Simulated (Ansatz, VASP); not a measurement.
# SnSO: VASP beside Ansatz

Wanted: the spread between two codes on one cell, functional and k mesh. The cell is invented: As first built, before any earlier steps moved the atoms (in the runner's words): it takes the SnSeS structure with some of its atoms replaced by other elements, volume scaled by an estimate. It may not be a known or stable phase. The cell is taken from a series of VASP runs on this material, whose earlier steps may have relaxed, scaled or displaced it; both programs get it as it stands. Other levels of theory on this material are compared in a session of their own. Valence electrons are named where the data sets of a main pair hold unlike numbers.

Calculated with Ansatz 0.2.0; plane waves, with VASP 6.6.1 beside it; band structure at PBE and band structure at r2SCAN.

## (1) The starting structure

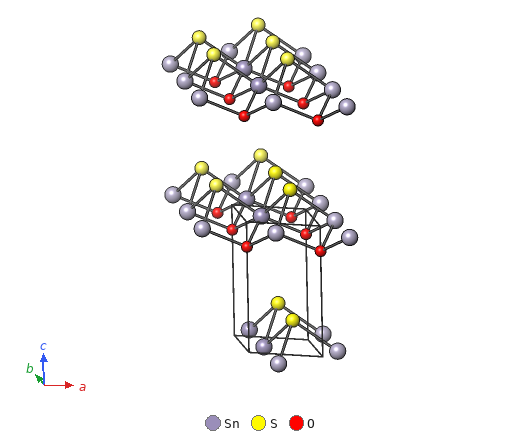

Start, viewed slightly off an axis; tin purple, sulfur yellow, oxygen red. 1×2×2 cells are drawn. Some periodic images of atoms are drawn too.

Coordinates:

```cif
data_structure
_symmetry_space_group_name_H-M 'P3m1'
_symmetry_Int_Tables_number 156
_cell_length_a 3.4671
_cell_length_b 3.4671
_cell_length_c 5.9580
_cell_angle_alpha 90.000
_cell_angle_beta 90.000
_cell_angle_gamma 120.000
_cell_volume 62.02
loop_
_atom_site_label
_atom_site_type_symbol
_atom_site_symmetry_multiplicity
_atom_site_Wyckoff_symbol
_atom_site_fract_x
_atom_site_fract_y
_atom_site_fract_z
_atom_site_occupancy
Sn1 Sn 1 b 0.33333 0.66667 0.96733 1
S1 S 1 c 0.66667 0.33333 0.22445 1
O1 O 1 a 0.00000 0.00000 0.80822 1
```

## (2) VASP: band structure, PBE

Levels along a path test the potential and the projectors away from the mesh points.

Lines of VASP's logs that name or quote its potential files are left out, and so is its time.

INCAR reads:

```
SYSTEM = SnSO
PREC = Accurate
ENCUT = 520
EDIFF = 1E-06
NELM = 100
ISMEAR = 0
SIGMA = 0.02
LREAL = .FALSE.
ALGO = Normal
GGA = PE
LORBIT = 11
LWAVE = .FALSE.
LCHARG = .FALSE.
KPAR = 4
```

POSCAR reads:

```
SnSO
1.0
    3.4671176086      0.0000000000      0.0000000000
   -1.7335588043      3.0026124474      0.0000000000
    0.0000000000      0.0000000000      5.9579538463
Sn S O
1 1 1
Direct
    0.3333333300      0.6666666700      0.9673317131
    0.6666666700      0.3333333300      0.2244465511
    0.0000000000      0.0000000000      0.8082227358
```

KPOINTS reads:

```
Automatic mesh
0
Gamma
5 5 3
0 0 0
```

KPOINTS_OPT reads:

```
Line mode
16
Line-mode
Reciprocal
  0.00000000   0.00000000   0.00000000 GAMMA
  0.50000000   0.00000000   0.00000000 M

  0.50000000   0.00000000   0.00000000 M
  0.33333333   0.33333333   0.00000000 K

  0.33333333   0.33333333   0.00000000 K
  0.00000000   0.00000000   0.00000000 GAMMA

  0.00000000   0.00000000   0.00000000 GAMMA
  0.00000000   0.00000000   0.50000000 A

  0.00000000   0.00000000   0.50000000 A
  0.50000000   0.00000000   0.50000000 L

  0.50000000   0.00000000   0.50000000 L
  0.33333333   0.33333333   0.50000000 H

  0.33333333   0.33333333   0.50000000 H
  0.00000000   0.00000000   0.50000000 A

  0.50000000   0.00000000   0.50000000 L
  0.50000000   0.00000000   0.00000000 M

  0.33333333   0.33333333   0.00000000 K
  0.33333333   0.33333333   0.50000000 H
```

The projector-augmented-wave data sets are Sn_d, S and O (PBE family, release 64).

Command:

```bash
mpirun -np 4 vasp_std
```

Numbers of over 12 decimals in the logs are rounded to 6 here.

The program printed:

```text
[banner, memory and clock lines left out]
running    4 mpi-ranks, on    1 nodes
 distrk:  each k-point on    1 cores,    4 groups
 distr:  one band on    1 cores,    1 groups

 POSCAR found type information on POSCAR SnS O
 POSCAR found :  3 types and       3 ions
 LDA part: xc-table for (Slater+PW92), standard interpolation
 POSCAR, INCAR and KPOINTS ok, starting setup
 FFT: planning ... GRIDC
 FFT: planning ... GRID_SOFT
 FFT: planning ... GRID
 WAVECAR not read
 entering main loop
       N       E                     dE             d eps       ncg     rms          rms(c)
DAV:   1     0.227332907172E+03    0.22733E+03   -0.13784E+04   416   0.195E+03
DAV:   2     0.861724265091E+01   -0.21872E+03   -0.21337E+03   456   0.458E+02
DAV:   3    -0.163456334918E+02   -0.24963E+02   -0.24355E+02   499   0.142E+02
DAV:   4    -0.171409870429E+02   -0.79535E+00   -0.79468E+00   533   0.271E+01
DAV:   5    -0.171569581198E+02   -0.15971E-01   -0.15969E-01   600   0.382E+00    0.104E+01
DAV:   6    -0.153794374246E+02    0.17775E+01   -0.11731E+01   587   0.498E+01    0.573E+00
DAV:   7    -0.152103717063E+02    0.16907E+00   -0.19841E+00   526   0.991E+00    0.382E+00
DAV:   8    -0.152016840090E+02    0.86877E-02   -0.26441E-01   484   0.413E+00    0.142E+00
DAV:   9    -0.152003316569E+02    0.13524E-02   -0.47175E-02   654   0.170E+00    0.410E-01
DAV:  10    -0.152005812555E+02   -0.24960E-03   -0.84267E-03   518   0.743E-01    0.116E-01
DAV:  11    -0.152006756821E+02   -0.94427E-04   -0.44740E-04   540   0.170E-01    0.528E-02
DAV:  12    -0.152007536757E+02   -0.77994E-04   -0.90484E-05   454   0.706E-02    0.172E-02
DAV:  13    -0.152007530069E+02    0.66888E-06   -0.40670E-06   621   0.178E-02
   1 F= -.15200753E+02 E0= -.15200753E+02  d E =-.370238E-33
 Start KPOINTS_OPT (optional k-point list driver)
k-point batch [1-12\144]
       N       E                     dE             ncg
DAV:   1     0.347707040945E+03   -0.33138E+04      408
DAV:   2    -0.219161916974E+04   -0.25393E+04      464
DAV:   3    -0.248194568488E+04   -0.29033E+03      542
DAV:   4    -0.249047391173E+04   -0.85282E+01      494
DAV:   5    -0.249065826598E+04   -0.18435E+00      589
DAV:   6    -0.249066446944E+04   -0.62035E-02      564
DAV:   7    -0.249066488812E+04   -0.41868E-03      628
DAV:   8    -0.249066488993E+04   -0.18089E-05      468
DAV:   9    -0.249066489003E+04   -0.96401E-07      469
[...]
k-point batch [133-144\144]
       N       E                     dE             ncg
DAV:   1     0.157418167733E+03   -0.12111E+05      408
DAV:   2    -0.234181428590E+04   -0.24992E+04      457
DAV:   3    -0.260393679384E+04   -0.26212E+03      559
DAV:   4    -0.260995018798E+04   -0.60134E+01      478
DAV:   5    -0.261011225169E+04   -0.16206E+00      594
DAV:   6    -0.261011822228E+04   -0.59706E-02      597
DAV:   7    -0.261011841764E+04   -0.19536E-03      615
DAV:   8    -0.261011841860E+04   -0.96773E-06      450
```

Parts of OUTCAR (step 2):

```text
ion  position               nearest neighbor table
   1  0.333  0.667  0.967-   3 2.21   3 2.21   3 2.21   2 2.52   2 2.52   2 2.52
   2  0.667  0.333  0.224-   1 2.52   1 2.52   1 2.52
   3  0.000  0.000  0.808-   1 2.21   1 2.21   1 2.21

  LATTYP: Found a hexagonal cell.
 ALAT       =     3.4671176086
 C/A-ratio  =     1.7184170019

 Subroutine GETGRP returns: Found  6 space group operations
 (whereof  6 operations were pure point group operations)

The static configuration has the point symmetry C_3v.

 Found     12 irreducible k-points:

   k-points           NKPTS =     12   k-points in BZ     NKDIM =     12   number of bands    NBANDS=     17

   dimension x,y,z NGX =    28 NGY =   28 NGZ =   48
   dimension x,y,z NGXF=    56 NGYF=   56 NGZF=   96

   ENCUT  =  520.0 eV  38.22 Ry    6.18 a.u.   6.45  6.45 11.08*2*pi/ulx,y,z

   NELECT =      26.0000    total number of electrons

 k-points in reciprocal lattice and weights: Automatic mesh
   0.00000000  0.00000000  0.00000000       0.013
   0.20000000 -0.00000000  0.00000000       0.080
   0.40000000 -0.00000000  0.00000000       0.080
   0.20000000  0.20000000  0.00000000       0.080
   0.40000000  0.20000000  0.00000000       0.080
   0.00000000  0.00000000  0.33333333       0.027
   0.20000000 -0.00000000  0.33333333       0.080
   0.00000000  0.20000000  0.33333333       0.080
   0.40000000 -0.00000000  0.33333333       0.080
   0.00000000  0.40000000  0.33333333       0.080
   0.20000000  0.20000000  0.33333333       0.160
   0.40000000  0.20000000  0.33333333       0.160

 average (electrostatic) potential at core
       1-103.1012       2 -86.7389       3 -71.1883

 E-fermi :   3.8340

 k-point     1 :       0.0000    0.0000    0.0000
  band No.  band energies     occupation
    ...
      9       1.0569      2.00000
     10       1.0569      2.00000
     11       2.4066      2.00000
     12       3.6611      2.00000
     13       3.6611      2.00000
     14       4.1872      0.00000
     15       8.3382      0.00000
     16      10.4947      0.00000
     17      10.4947      0.00000

 k-point     2 :       0.2000   -0.0000    0.0000
  band No.  band energies     occupation
    ...
      9       0.0579      2.00000
     10       0.6740      2.00000
     11       1.8604      2.00000
     12       2.5884      2.00000
     13       3.3817      2.00000
     14       5.4520      0.00000
     15       8.3538      0.00000
     16      10.6581      0.00000
     17      11.2489      0.00000

 k-point     3 :       0.4000   -0.0000    0.0000
  band No.  band energies     occupation
    ...
      9      -1.0091      2.00000
     10       0.0964      2.00000
     11       1.0616      2.00000
     12       2.5464      2.00000
     13       3.0581      2.00000
     14       5.7419      0.00000
     15       8.3494      0.00000
     16      10.1679      0.00000
     17      11.1256      0.00000

  Total        0.0436824      0.0436825     -0.0139218      0.0000000      0.0000000      0.0000000
  in kB        1.1283724      1.1283728     -0.3596168      0.0000000      0.0000000      0.0000000
  external PRESSURE =       0.6323762 kB  Pullay stress =       0.0000000 kB

  energy-cutoff  :      520.00
  volume of cell :       62.02
      direct lattice vectors                 reciprocal lattice vectors
     3.467117609  0.000000000  0.000000000     0.288424020  0.166521657  0.000000000
    -1.733558804  3.002612447  0.000000000     0.000000000  0.333043314  0.000000000
     0.000000000  0.000000000  5.957953846     0.000000000  0.000000000  0.167842858

 POSITION                                       TOTAL-FORCE (eV/Angst)
 -----------------------------------------------------------------------------------
     -0.00000      2.00174      5.76332         0.000000     -0.000000      0.017397
      1.73356      1.00087      1.33724         0.000000      0.000000     -0.024252
      0.00000      0.00000      4.81535        -0.000000      0.000000      0.006855
 -----------------------------------------------------------------------------------
    total drift:                               -0.000004      0.000014     -0.000295

  FREE ENERGIE OF THE ION-ELECTRON SYSTEM (eV)
  ---------------------------------------------------
  free  energy   TOTEN  =       -15.2007530069 eV

  energy  without entropy=      -15.2007530069  energy(sigma->0) =      -15.20075301

 total charge
# of ion       s       p       d       tot
------------------------------------------
    1        0.977   0.979  10.191  12.146
    2        1.365   2.377   0.000   3.742
    3        1.577   3.351   0.000   4.928
--------------------------------------------------
tot          3.919   6.706  10.191  20.816

[... 3 further parts left out ...]
```

The run ends at a pressure of 0.06 GPa, with forces up to 0.024 eV/Å.

## (3) Ansatz: band structure, PBE

Ansatz runs on its default PAW (the set named soft_2) files.

The same cell, functional, mesh and smearing now go to Ansatz, which takes its cutoff from its data sets.

input.yaml reads:

```yaml
crystal:
  lattice:
    - [3.4671176086, 0.0, 0.0]
    - [-1.7335588043, 3.0026124474, 0.0]
    - [0.0, 0.0, 5.9579538463]
  atoms:
    - { symbol: Sn, position: [0.33333333, 0.66666667, 0.9673317131] }
    - { symbol: S, position: [0.66666667, 0.33333333, 0.2244465511] }
    - { symbol: O, position: [0.0, 0.0, 0.8082227358] }
hamiltonian:
  xc: pbe
  pseudopotentials: { kind: paw }
kpoints:
  mp_grid: { grid: [5, 5, 3] }
  band_path:
    path:
      - [0.0, 0.0, 0.0]
      - [0.13333, 0.0, 0.0]
      - [0.3, 0.0, 0.0]
      - [0.46667, 0.0, 0.0]
      - [0.46667, 0.06667, 0.0]
      - [0.41111, 0.17778, 0.0]
      - [0.35556, 0.28889, 0.0]
      - [0.28889, 0.28889, 0.0]
      - [0.17778, 0.17778, 0.0]
      - [0.06667, 0.06667, 0.0]
      - [0.0, 0.0, 0.03333]
      - [0.0, 0.0, 0.2]
      - [0.0, 0.0, 0.36667]
      - [0.0, 0.0, 0.46667]
      - [0.0, 0.0, 0.5]
      - [0.16667, 0.0, 0.5]
      - [0.3, 0.0, 0.5]
      - [0.46667, 0.0, 0.5]
      - [0.46667, 0.06667, 0.5]
      - [0.41111, 0.17778, 0.5]
      - [0.35556, 0.28889, 0.5]
      - [0.28889, 0.28889, 0.5]
      - [0.17778, 0.17778, 0.5]
      - [0.06667, 0.06667, 0.5]
      - [0.5, 0.0, 0.46667]
      - [0.5, 0.0, 0.3]
      - [0.5, 0.0, 0.13333]
      - [0.33333, 0.33333, 0.0]
      - [0.33333, 0.33333, 0.16667]
      - [0.33333, 0.33333, 0.33333]
      - [0.33333, 0.33333, 0.5]
    npoints: 1
scf:
  occupations: { method: gaussian, width: 0.02 }
  n_extra_bands: 7
output:
  forces: true
  stress: true
  eigenvalues: true
  write_density: true
  write_potential: true
  elf: true
  volumetric_format: npy
```

Command:

```bash
ansatz run input.yaml --threads 2 --pin off --max-ram 4608MiB --backend cpu --events-out ev --progress --plain --runs-dir out
```

The program printed:

```text
scf.n_extra_bands = 7 over 13 filled bands (N_el = 26.0): the run solves 20 bands
Engine: ansatz 0.2.0, aarch64-unknown-linux-gnu
Pseudopotentials: kind: paw
Pseudopotential: Sn, paw, valence charge 14, recommended cutoff 420 eV (normal), Sn.paw.azcp
Pseudopotential: S, paw, valence charge 6, recommended cutoff 420 eV (normal), S.paw.azcp
Pseudopotential: O, paw, valence charge 6, recommended cutoff 420 eV (normal), O.paw.azcp
Functional definition: PBE
  parameter kappa = 0.804
  parameter beta = 0.066725
  exchange = pbe_x(kappa = kappa, mu = beta*pi^2/3)
  correlation = pbe_c(beta = beta)
Crystal: 3 atoms, lattice volume = 62.025 Å³
Basis set: ecut = 420 eV, 1201 PW (Γ), exchange–correlation on 48×48×80 points (8 copies of the dense FFT grid, shifted against one another)
Bands: 20, of which v1, the nominal top of the filled ones, is band 13 counted from 1 (12 counted from 0)
Symmetry: 6 space group operations
Space group: P3m1 (ITA 156), of the structure as read, at distance tolerance 4.0e-5 Å
k-points: 12 of 75 (time reversal used)
Non-local potential: Sn, projectors of the file, l = 0: 2, l = 1: 2, l = 2: 2, l = 3: 2
Non-local potential: S, projectors of the file, l = 0: 2, l = 1: 2, l = 2: 2
Non-local potential: O, projectors of the file, l = 0: 2, l = 1: 2, l = 2: 1
PAW form: soft (Blöchl's): semilocal exchange-correlation on the pseudo side does not see the compensation charge
PAW one-centre angular grid: Sn, 590 points (default); XC on 64 Gauss nodes
PAW one-centre angular grid: S, 110 points (default); XC on 64 Gauss nodes
PAW one-centre angular grid: O, 110 points (default); XC on 64 Gauss nodes
Initial density: superposition of atomic densities (neutral atoms: chi_scale 0, normalization atom), corrected by the library's trained network
Initial wavefunctions: pseudopotential atomic-orbital guess
Functional: x = pbe(κ = 0.804, μ = 0.219515), c = pbe(β = 0.066725)
SCF iter   1: F=—  HF=-7493.494597 eV  |F-HF|=—  |Δ(HF+E_count)|=         —  Δρ=3.66e-3  dr2=8.52e-3  ethr=1.77e-3  ⟨swp⟩=6.2  Hψ=1401  notcnv=0
preconditioner: auto → Resta (q_TF=auto, 2.360 Å⁻¹)  ε∞=2.6  [insulator: Δε(μ)=0.626 eV  Ē_g=19.094 eV  σ=0.020 eV  W_gap=1.00  n_scr=22 (ndim 8)  ℏωp=24.0 eV  f_vac=0.177  D(μ)=0.00/eV (n_scr^D=0)  ε∞_Penn≈2.6]
SCF iter   2: F=—  HF=-7493.493071 eV  |F-HF|=—  |Δ(HF+E_count)|=   1.53e-3  Δρ=2.11e-3  dr2=2.35e-3  ethr=3.28e-5  ⟨swp⟩=2.8  Hψ=512  notcnv=0  defer=24
SCF iter   3: F=—  HF=-7493.492839 eV  |F-HF|=—  |Δ(HF+E_count)|=   2.32e-4  Δρ=1.15e-3  dr2=8.66e-4  ethr=9.04e-6  ⟨swp⟩=2.0  Hψ=345  notcnv=0  defer=24
SCF iter   4: F=—  HF=-7493.492741 eV  |F-HF|=—  |Δ(HF+E_count)|=   9.80e-5  Δρ=2.42e-4  dr2=3.18e-5  ethr=3.33e-6  ⟨swp⟩=2.0  Hψ=306  notcnv=0  defer=24
SCF iter   5: F=—  HF=-7493.492761 eV  |F-HF|=—  |Δ(HF+E_count)|=   2.01e-5  Δρ=9.89e-5  dr2=5.15e-6  ethr=1.22e-7  ⟨swp⟩=2.1  Hψ=281  notcnv=0  defer=24
SCF iter   6: F=—  HF=-7493.492764 eV  |F-HF|=—  |Δ(HF+E_count)|=   3.43e-6  Δρ=2.17e-5  dr2=3.28e-7  ethr=1.98e-8  ⟨swp⟩=2.8  Hψ=365  notcnv=0  defer=24
SCF iter   7: F=-7493.492765 eV  HF=-7493.492765 eV  |F-HF|=1.02e-8  |Δ(HF+E_count)|=   2.02e-7  Δρ=7.50e-6  dr2=7.13e-8  ethr=3.85e-10  ⟨swp⟩=13.6  Hψ=1863  notcnv=0
SCF 1 converged in 7 iterations: F = -7493.492765 eV  dr2 = 7.13e-8
  greatest PAW one-centre occupation: 0.994 electrons in one spin orbital (limit 2), on the Sn atom at site 0 (counted from 0), in its partial waves of l = 2
NSCF: frozen V_eff on 31 k-points
SCF converged after 7 iterations
Free energy (F): -7493.492765 eV
Harris-Foulkes:  -7493.492765 eV  (|F-HF|=1.02e-8)
Internal energy: -7493.492765 eV  (E = F + TS)
E sigma→0 (E₀):  -7493.492765 eV
Fermi energy:    5.911455 eV
--- Per-component energies (eV) ---
  E_band       = -161.230614
  E_kinetic    = 467.871616
  E_local      = -2212.012342  (includes V_loc(G=0)·N_el)
  E_nonlocal   = 46.564837
  E_hartree    = 1109.221266
  E_xc         = -550.757143
  E_vxc        = -274.738095  (∫ρ·V_xc dr)
  E_paw        = -4901.978471  (= ΣΔE_a)
  E_vpaw       = -407.353106  (= ΣTr[D̂ρ^β])
  E_aug_tail   = 0.002362  (compensation charges beyond the density's cutoff)
  E_ewald      = -1452.404889
  E_smearing   = -0.000000  (= −TS)
  E_closure    = -0.000000  (closes the sum)
  Σ components = -7493.492765   (vs F -7493.492765, Δ=0.00e0)
--- Forces (eV/Å), atoms counted from 1 ---
  atom   1  Sn    -0.00000000    -0.00000000    -0.04787127
  atom   2  S      0.00000000     0.00000000    -0.00363593
  atom   3  O      0.00000000    -0.00000000     0.05130739
  max |Σ_I F_I| component: 2.00e-4 eV/Å
--- Stress (GPa, compression-positive) ---
        0.005477       0.000000      -0.000000
        0.000000       0.005477       0.000000
       -0.000000       0.000000       0.021131
  P = ⅓ Tr σ = 0.0107 GPa (0.107 kbar)
--- Band table (eV; the first three rows and the last of 12) ---
  k-point 0: bands = [... 9 lower, 3.0529, 4.3895, 5.6334, 5.6334, 6.1823, 10.2929, 12.4608, 12.4608, ... 3 higher]
  k-point 1: bands = [... 9 lower, 3.0523, 3.9131, 5.6396, 5.6396, 6.7897, 10.2420, 12.4245, 12.4245, ... 3 higher]
  k-point 2: bands = [... 9 lower, 2.6677, 3.8330, 4.5659, 5.3555, 7.4528, 10.3213, 12.6280, 13.2179, ... 3 higher]
  k-point 11: bands = [... 9 lower, 1.4554, 2.7222, 4.3379, 4.6707, 8.2623, 11.7094, 12.4664, 12.8905, ... 3 higher]
```

It took 1.6 s on 2 threads of Arm Neoverse V2, shared host; peak memory 0.31 GiB; 3.1 s of CPU time.

## (4) Side by side

Known differences besides the potentials themselves: the cutoff is 420 eV in Ansatz and 520 eV in VASP; VASP leaves aspherical gradient terms in its spheres out (LASPH is not set), Ansatz keeps them. Total energies have different zeros and are not compared.

The two programs side by side:

| quantity | Ansatz | VASP | difference |
| --- | --- | --- | --- |
| pressure (GPa) | 0.01 | 0.06 | -0.05 |
| pressure without Ansatz's Pulay correction (GPa) | -0.27 | 0.06 | -0.33 |
| gap over the path points (eV) | 0.541 | 0.518 | +0.023 |

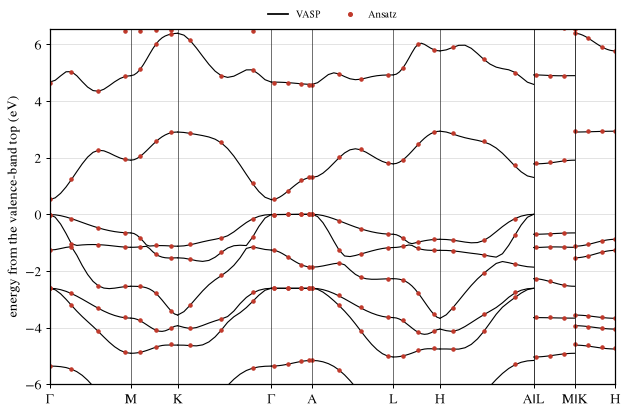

Bands from VASP (lines) and levels from Ansatz (dots). Dots without a line are higher empty bands that the VASP plot leaves out.

Levels at points of the path, from each program's valence-band top (eV; 4 filled, then empty):

| k (reciprocal lattice) | Ansatz | VASP |
| --- | --- | --- |
| 0.000 0.000 0.000 | -2.59 -1.25 -0.01 -0.01 0.54 4.65 | -2.61 -1.26 -0.01 -0.01 0.52 4.67 |
| 0.133 0.000 0.000 | -2.78 -1.14 -1.04 -0.15 1.25 5.03 | -2.80 -1.14 -1.04 -0.15 1.23 5.04 |
| 0.300 0.000 0.000 | -3.30 -2.52 -1.07 -0.48 2.29 4.35 | -3.32 -2.53 -1.07 -0.48 2.26 4.35 |
| 0.467 0.000 0.000 | -3.64 -2.55 -1.15 -0.65 1.95 4.88 | -3.66 -2.55 -1.16 -0.65 1.93 4.87 |
| 0.467 0.067 0.000 | -3.74 -2.55 -1.14 -0.84 2.07 5.13 | -3.76 -2.55 -1.15 -0.84 2.05 5.12 |
| 0.411 0.178 0.000 | -4.08 -2.79 -1.40 -1.10 2.58 6.02 | -4.09 -2.79 -1.41 -1.11 2.56 6.00 |
| 0.356 0.289 0.000 | -4.01 -3.42 -1.54 -1.11 2.90 6.37 | -4.01 -3.42 -1.54 -1.12 2.88 6.37 |
| 0.289 0.289 0.000 | -4.03 -3.20 -1.59 -1.07 2.88 6.15 | -4.03 -3.21 -1.59 -1.08 2.86 6.14 |
| 0.178 0.178 0.000 | -3.68 -2.16 -1.34 -0.83 2.55 4.90 | -3.70 -2.16 -1.35 -0.83 2.52 4.89 |
| 0.067 0.067 0.000 | -2.76 -1.14 -0.81 -0.16 1.11 5.09 | -2.78 -1.15 -0.81 -0.16 1.09 5.10 |

At this near-relaxed geometry the largest component of a force difference is 65 meV/Å. Among the levels compared at these points, filled levels agree within 24 meV and empty ones within 32 meV. Ansatz's pressure holds a Pulay correction of 0.28 GPa; VASP's holds none.

## (5) What the set-up changes

Further runs change the set-up of one program: Ansatz's method, potentials or start, or VASP's data sets, cutoff or form of LDA. The table gives Ansatz less VASP for each quantity, since a change that brings one quantity closer may part another.

| run | r.m.s. force difference (meV/Å) | pressure (GPa) | gap over the path points (eV) |
| --- | --- | --- | --- |
| as above | 27 | -0.053 | 0.023 |
| Ansatz's larger PAW set (cutoff 900 eV) | 26 | -0.065 | 0.025 |
| norm-conserving potentials (cutoff 1240 eV) | 27 | -0.074 | 0.032 |

(Continued in part 2 of 2.)

[Lines on the potential files, build, host, timing and source positions are cut from VASP's logs without a mark.]

[Logs are printed without paths, hosts, clocks, repeated set-up lines and the standing remarks that a program may print on its own settings, such as how far it seeks lower states.]

[Hosts, paths, dates, database ids (printed as entryN), source tags and the programs' standing remarks are cut or masked in the printed files.]
